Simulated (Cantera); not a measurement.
Input: 1 mol SiF4, 0.62 mol NH3, 95 mol N2, equilibrated at 0.133 bar.

Cantera equilibrium calculation (NASA polynomials, part measured and part estimated; ideal gas, pure solids and liquids). Candidate condensed phases: Si, Si3N4; 37 gas species. The tables' values for SiF3, SiF2 are old estimates; treat these amounts as uncertain. Equilibrium is a limit: real reactors are often held back by kinetics, nucleation or transport.

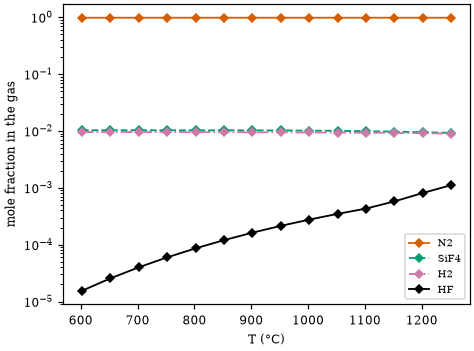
*Equilibrium gas composition (values under 1e-9 drawn at 1e-9)*

From 602 °C to 1102 °C the condensed part is Si3N4(s). From 1152 °C to 1252 °C nothing is condensed. The main Si-bearing gas is SiF4 throughout.
